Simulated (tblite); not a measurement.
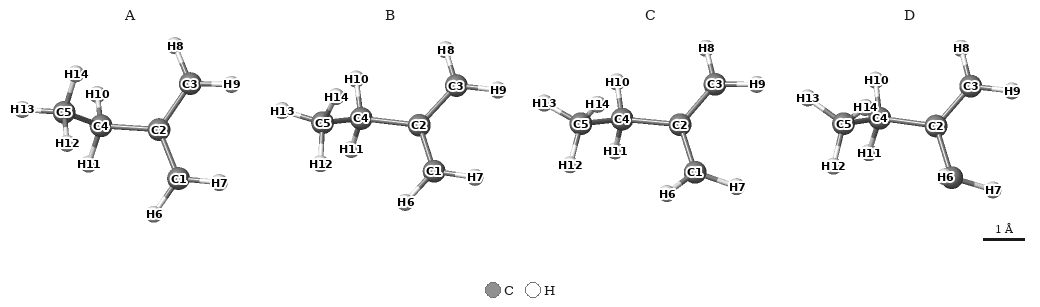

4 geometries from one relaxation of C5H9 (multiplicity 2), in shuffled order. Style: ball-and-stick. Shown at a tilt.

Theory: tblite, GFN2-xTB geometry optimisation, gas phase. 

> Order the frames from highest to lowest energy.

D, C, B, A. They are steps 0, 13, 44, 103, at +1.235 eV, +0.338 eV, +0.037 eV relative to the last. The atom that moves furthest after the best rigid fit is H6 (1.64 Å). Largest moves by element: H 1.64 Å, C 0.29 Å. Some distances before and after: C1–C2 1.503 → 1.376 Å, C2–C3 1.319 → 1.376 Å, C5–H14 1.127 → 1.088 Å, C4–H11 1.121 → 1.091 Å. Bond angles that change, for instance: C2–C1–H7 110.7° → 121.2°, C2–C1–H6 113.1° → 121.5°, C4–C5–H13 104.3° → 110.6°. Groups turn about C4–C5 by about 30°, C2–C4 by about 25°. The energy falls by 1.235 eV in 103 geometry steps. Cost: 0.35 s on 1 thread of Arm Neoverse V2, with other jobs on the host.
